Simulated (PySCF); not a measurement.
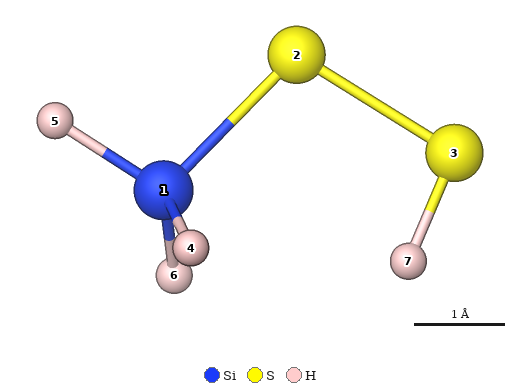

Fig. 1: The input geometry (ball-and-stick view, seen on its broad side; atoms are numbered from 1 in the order of the input).

SiH₄S₂: saddle-point search

- system: SiH₄S₂, SMILES [SiH3]SS
- method: B3LYP-D3(BJ)/def2-SVP saddle search from the GFN2-xTB point and Hessian, gas phase (PySCF 2.14.0)

The input:
```
{"job": {"xc": "B3LYP", "basis": "def2-SVP", "kind": "refine"}, "charge": 0, "multiplicity": 1}
Si    -0.896441     0.353975     0.020563
S      0.210270    -1.096195    -1.128858
S      2.103491    -1.013268    -0.252123
H     -0.212099     1.634882    -0.127126
H     -2.201850     0.286884    -0.604502
H     -0.861464    -0.081093     1.413459
H      1.858093    -0.085187     0.678588
```

The first line tells a small driver script what to run in PySCF; the rest is the geometry in Å.

Command:
```bash
OMP_NUM_THREADS=1 python <driver script> task.json out
```

The program's output:
```
step      E/eV     max force
  0    -29606.07041   1.0971
  1    -29606.16464   0.4379
  2    -29606.17315   0.0467
  3    -29606.17324   0.0075
```

Trajectory as extended XYZ (Å, eV, eV/Å), 4 frames, from step=0 to step=3:
```
7
Properties=species:S:1:pos:R:3:forces:R:3 step=0 energy=-29606.07041
Si   -0.8964    0.3540    0.0206    0.7970  -0.6470  -0.3870
S     0.2103   -1.0962   -1.1289   -0.8140  -0.1930  -0.5470
S     2.1035   -1.0133   -0.2521    0.9260  -0.2600   0.0900
H    -0.2121    1.6349   -0.1271    0.0700   0.6290   0.0480
H    -2.2019    0.2869   -0.6045   -0.7430   0.1390  -0.1570
H    -0.8615   -0.0811    1.4135   -0.1680   0.0020   0.6130
H     1.8581   -0.0852    0.6786   -0.0670   0.3300   0.3400
7
Properties=species:S:1:pos:R:3:forces:R:3 step=1 energy=-29606.16464
Si   -0.8559    0.3042   -0.0153   -0.2940   0.2660   0.1860
S     0.2217   -1.1482   -1.1757    0.0110  -0.0010   0.0030
S     2.1665   -1.0308   -0.2460    0.0060   0.0640   0.0750
H    -0.2549    1.6695   -0.1138    0.0730  -0.1050  -0.0430
H    -2.2432    0.3416   -0.5670    0.1100  -0.0900  -0.0520
H    -0.9180   -0.0568    1.4346    0.0880  -0.0600  -0.0860
H     1.8839   -0.0795    0.6831    0.0070  -0.0750  -0.0830
7
Properties=species:S:1:pos:R:3:forces:R:3 step=2 energy=-29606.17315
Si   -0.8717    0.3208   -0.0027    0.0330  -0.0300  -0.0140
S     0.2105   -1.1370   -1.1652   -0.0070  -0.0010  -0.0030
S     2.1602   -1.0259   -0.2468   -0.0020   0.0130   0.0140
H    -0.2360    1.6632   -0.1174    0.0020   0.0170   0.0020
H    -2.2392    0.3254   -0.5851   -0.0210   0.0030  -0.0030
H    -0.9040   -0.0672    1.4354   -0.0040   0.0040   0.0150
H     1.8803   -0.0793    0.6819    0.0000  -0.0070  -0.0090
7
Properties=species:S:1:pos:R:3:forces:R:3 step=3 energy=-29606.17324
Si   -0.8685    0.3188   -0.0043   -0.0060   0.0020  -0.0040
S     0.2107   -1.1377   -1.1692    0.0010  -0.0020   0.0020
S     2.1574   -1.0239   -0.2442    0.0060  -0.0010   0.0010
H    -0.2338    1.6628   -0.1184   -0.0010   0.0000  -0.0020
H    -2.2394    0.3257   -0.5822    0.0000   0.0010   0.0020
H    -0.8984   -0.0674    1.4350    0.0000  -0.0010   0.0020
H     1.8720   -0.0782    0.6832    0.0000   0.0010  -0.0010
```

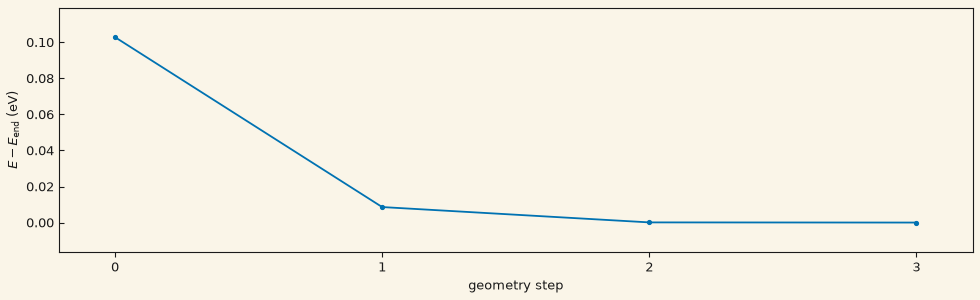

Fig. 2: Progress of the saddle-point search, step by step (steps are counted from 0).

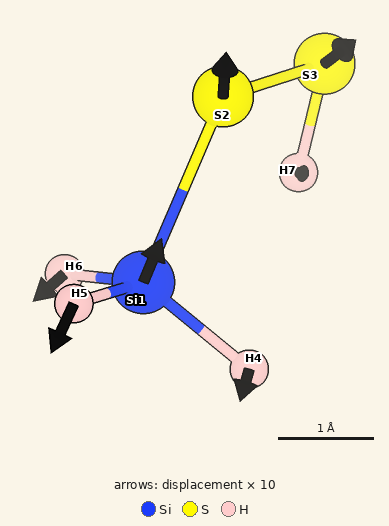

Fig. 3: The starting structure with the displacements as black arrows, magnified 10 times (ball-and-stick view, seen at a tilt). The two geometries are laid on each other by the best rigid fit. H5 moves most after the best rigid fit: 0.058 Å. By element the largest moves are H 0.058 Å, S 0.058 Å, Si 0.051 Å. Among the contacts that change: S2–S3 2.088 → 2.158 Å, Si1–H5 1.449 → 1.488 Å, Si1–H4 1.460 → 1.491 Å, S3–H7 1.337 → 1.355 Å. Among the angles that change: H4–Si1–H5 114.8° → 111.0°, S2–Si1–H4 107.2° → 110.8°, S2–Si1–H5 101.6° → 104.8°. After 3 geometry steps the energy has fallen by 0.103 eV. The largest force component goes from 0.93 to 0.006 eV/Å. (Atoms are counted from 1 in the order of the input.)

Key numbers:

```csv
quantity,value
outcome,converged
total energy,−1088.006808 hartree
hardware,"1 CPU thread, shared host"
wall time,8.6 s
peak memory,0.38 GiB
```
